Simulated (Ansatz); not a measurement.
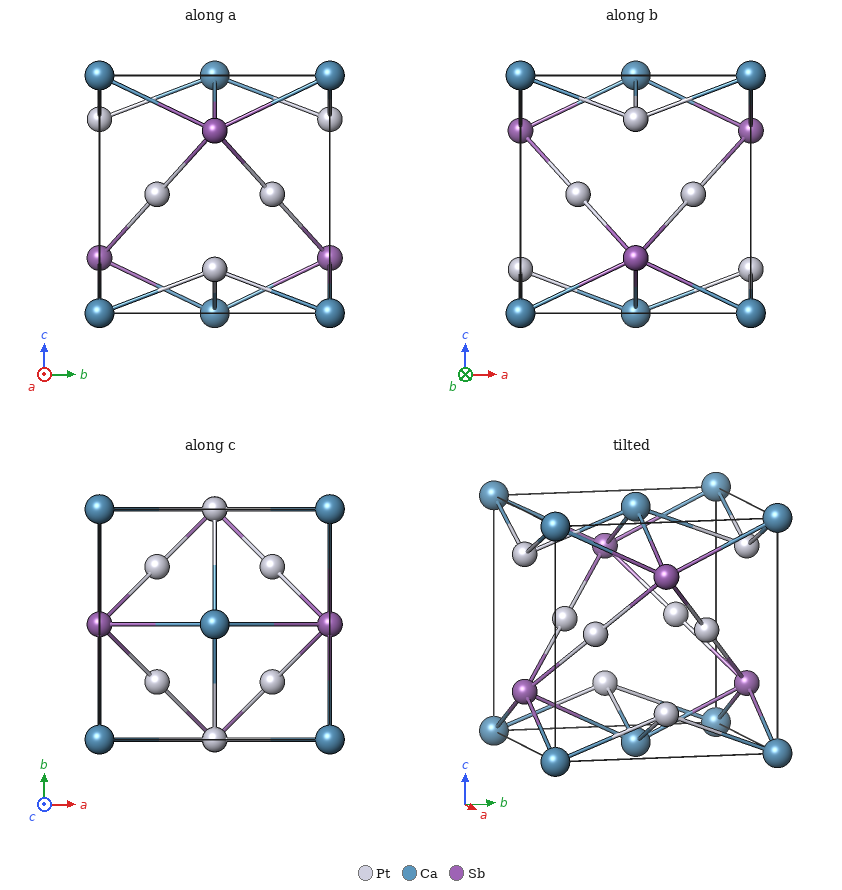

A ball-and-stick rendering, viewed along the a axis, along the b axis, along the c axis and slightly off an axis. The edges of the conventional unit cell are marked.

Lattice parameters: a = 5.8040 Å, b = 5.8040 Å, c = 5.9873 Å, α = 90.000°, β = 90.000°, γ = 90.000°.

Give the structure in the form of a CIF in P1 with every atom of the cell, with free fractional coordinates to two decimals.

Answer.
```cif
data_structure
_symmetry_space_group_name_H-M 'P 1'
_symmetry_Int_Tables_number 1
_cell_length_a 5.8040
_cell_length_b 5.8040
_cell_length_c 5.9873
_cell_angle_alpha 90.000
_cell_angle_beta 90.000
_cell_angle_gamma 90.000
_cell_volume 201.69
loop_
_atom_site_label
_atom_site_type_symbol
_atom_site_fract_x
_atom_site_fract_y
_atom_site_fract_z
_atom_site_occupancy
Pt1 Pt 0.00 0.50 0.18 1
Pt2 Pt 0.50 0.00 0.82 1
Pt3 Pt 0.25 0.25 0.50 1
Pt4 Pt 0.25 0.75 0.50 1
Pt5 Pt 0.75 0.75 0.50 1
Pt6 Pt 0.75 0.25 0.50 1
Ca1 Ca 0.00 0.00 0.00 1
Ca2 Ca 0.50 0.50 0.00 1
Sb1 Sb 0.00 0.50 0.77 1
Sb2 Sb 0.50 0.00 0.23 1
```

It derives from a generated cell, made by putting these elements into a known structure type (the compound may or may not exist in this form). Atoms and cell were optimised with Ansatz 0.2.0, DFT, PAW plane waves, r2SCAN.
